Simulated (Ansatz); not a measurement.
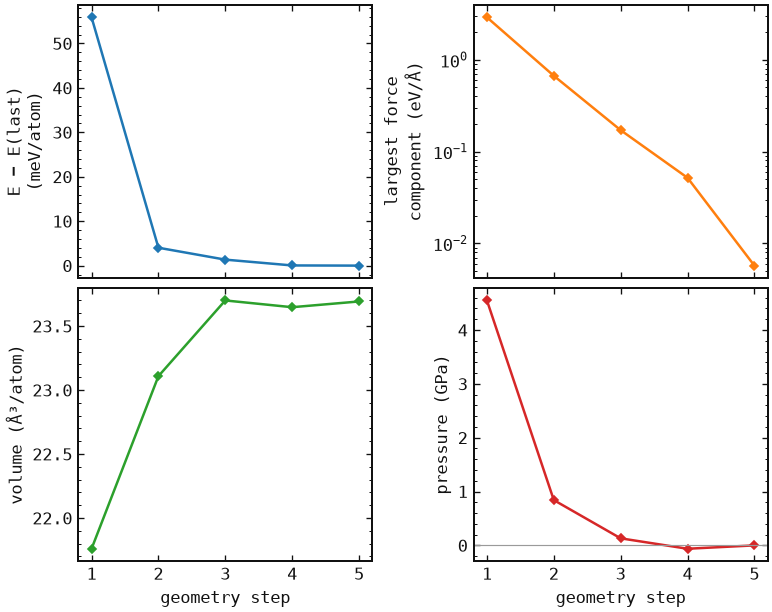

History of a geometry optimisation. Atoms and cell relax. A closing SCF on a freshly chosen basis isn't drawn.

System: H2CI2 (Fmm2, 5 atoms in the cell).
Method: DFT r2SCAN, scalar-relativistic, plane waves, PAW in Ansatz 0.2.0; cutoff 500 eV, 6×6×6 k-mesh, Gaussian smearing of 0.1 eV.

### How did it end, and what did it gain?

The optimisation met its thresholds at geometry 5, counting the start as the first. The energy fell by about 56 meV/atom from the first step to the last. The largest force component goes from about 2.9 eV/Å at the start to 6 × 10⁻³ eV/Å at the end.

### What happens to the cell?

The volume grows from 21.8 to 23.7 Å³ per atom (+9 %), as the pressure goes from 4.5 GPa to about 0 GPa. The start was compressed.
